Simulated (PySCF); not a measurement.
# NMR shielding calculation of C2H10BOP

- system: C2H10BOP, SMILES C[O+](C)[BH2-]P
- method: GIAO PBE/pcSseg-1 NMR shielding, non-relativistic, gas phase (PySCF 2.14.0)

The geometry comes from this level: PBE0-D3(BJ)/def2-SVP. Figures and captions count atoms from 1; the log counts them from 0 in places.

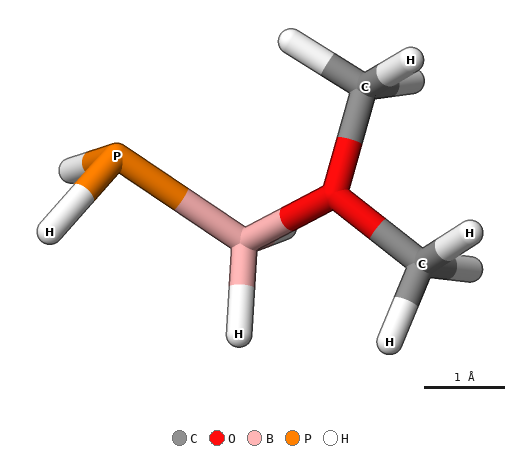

**Figure 1.** The structure (stick view, seen at a tilt). Bond lengths as drawn: B–H 1.22 Å, B–O 1.65 Å, B–P 1.97 Å, C–H 1.09 to 1.10 Å, C–O 1.42 to 1.43 Å and H–P 1.42 to 1.43 Å.

## Key numbers

```csv
quantity,value
outcome,converged
total energy,−523.177878 hartree
HOMO,−5.07 eV
LUMO,−0.19 eV
dipole moment,4.92 D
"isotropic shielding, C",109.7 to 116.2 ppm
"isotropic shielding, O",304.9 ppm
"isotropic shielding, B",89.8 ppm
"isotropic shielding, P",529.7 ppm
"isotropic shielding, H",25.7 to 29.5 ppm
hardware,"1 CPU thread, shared host"
wall time,26 s
peak memory,0.75 GiB
```

## The input
```
{"job": {"kind": "nmr", "xc": "PBE", "basis": "pcSseg-1", "pop": false}, "charge": 0, "multiplicity": 1}
C     -1.624458    -0.789856    -0.196706
O     -0.501390     0.044021    -0.455416
C     -0.795966     1.434947    -0.347002
B      0.882870    -0.450961     0.295989
P      2.348891     0.499613    -0.606557
H     -1.933092    -0.696217     0.857077
H     -1.313199    -1.819325    -0.400441
H     -2.445898    -0.494837    -0.865206
H     -1.089905     1.677419     0.686783
H     -1.604588     1.680124    -1.049925
H      0.120634     1.972926    -0.618206
H      0.734679    -0.081660     1.452834
H      0.844712    -1.655376     0.137624
H      2.962385    -0.578401    -1.310182
H      3.268344     0.476243     0.481171
```

The first line tells a small driver script what to run in PySCF; the rest is the geometry in Å.

Launch command:
```bash
OMP_NUM_THREADS=1 python <driver script> task.json out
```

## Output
```
coarse grid: 12168 points
cycle   1  E = -523.0652330792  dE =  1.262e-01  |g| = 4.482e-01  |ddm| = 3.149e+00
cycle   2  E = -523.0030055602  dE =  6.223e-02  |g| = 6.845e-01  |ddm| = 1.326e+00
cycle   3  E = -523.1179116978  dE = -1.149e-01  |g| = 1.556e-01  |ddm| = 8.600e-01
cycle   4  E = -523.1225754534  dE = -4.664e-03  |g| = 4.284e-02  |ddm| = 1.482e-01
cycle   5  E = -523.1229701763  dE = -3.947e-04  |g| = 9.989e-03  |ddm| = 4.913e-02
cycle   6  E = -523.1229990798  dE = -2.890e-05  |g| = 2.855e-03  |ddm| = 2.041e-02
cycle   7  E = -523.1230013462  dE = -2.266e-06  |g| = 6.991e-04  |ddm| = 5.700e-03
final grid: 110480 points
cycle   8  E = -523.1778031472  dE = -1.570e-05  |g| = 1.994e-02  |ddm| = 3.478e-02
cycle   9  E = -523.1776266207  dE =  1.765e-04  |g| = 3.751e-02  |ddm| = 2.963e-02
cycle  10  E = -523.1778747862  dE = -2.482e-04  |g| = 3.700e-03  |ddm| = 2.025e-02
cycle  11  E = -523.1778780247  dE = -3.238e-06  |g| = 3.410e-04  |ddm| = 3.615e-03
cycle  12  E = -523.1778780659  dE = -4.120e-08  |g| = 9.125e-05  |ddm| = 8.933e-04
cycle  13  E = -523.1778780686  dE = -2.689e-09  |g| = 3.950e-05  |ddm| = 2.204e-04
cycle  14  E = -523.1778780690  dE = -4.566e-10  |g| = 4.152e-06  |ddm| = 4.478e-05
```

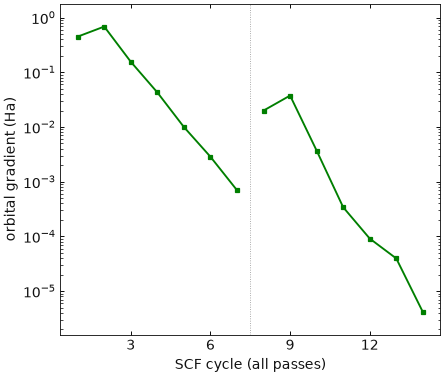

**Figure 2.** Convergence of the self-consistent field: orbital gradient against the SCF cycle. The dotted line marks the change from a coarse to the final integration grid. The first 7 cycles use a coarse grid, the final grid takes over at cycle 8, and the field converges after 14 cycles in all.

```
converged SCF energy = -523.1778780690

GIAO shielding tensors (ppm)
atom      isotropic    diamagn.    paramagn.     s11        s22        s33       span
  0 C      109.660     246.728    -137.069     68.377     81.869    178.732    110.355
  1 O      304.926     397.864     -92.939    258.881    321.447    334.449     75.568
  2 C      116.202     247.496    -131.294     79.848     92.877    175.879     96.031
  3 B       89.786     193.667    -103.882     48.474     78.453    142.430     93.956
  4 P      529.656     968.160    -438.504    465.355    553.526    570.088    104.733
  5 H       27.894      29.736      -1.842     24.611     25.603     33.468      8.858
  6 H       27.239      29.837      -2.598     23.343     25.522     32.852      9.509
  7 H       27.917      29.022      -1.105     24.131     25.152     34.468     10.337
  8 H       28.636      30.052      -1.416     25.600     26.226     34.082      8.482
  9 H       28.323      29.207      -0.884     24.760     25.822     34.387      9.628
 10 H       25.737      29.308      -3.571     19.802     27.616     29.793      9.991
 11 H       27.687      32.129      -4.442     22.163     28.742     32.157      9.994
 12 H       27.146      32.250      -5.104     22.099     28.037     31.302      9.203
 13 H       29.139      29.773      -0.634     24.230     26.892     36.295     12.065
 14 H       29.458      29.581      -0.124     24.494     27.262     36.618     12.124
```

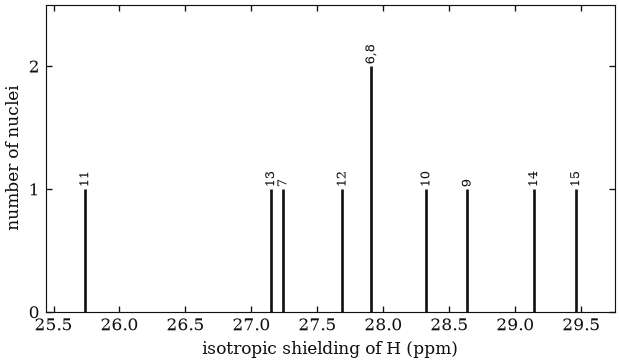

**Figure 3.** Isotropic shieldings of the hydrogen nuclei in this fixed geometry, labelled by atom number; shielding grows to the right, so chemical shift grows to the left. The least shielded is H11 (25.7 ppm), the most shielded H15 (29.5 ppm).
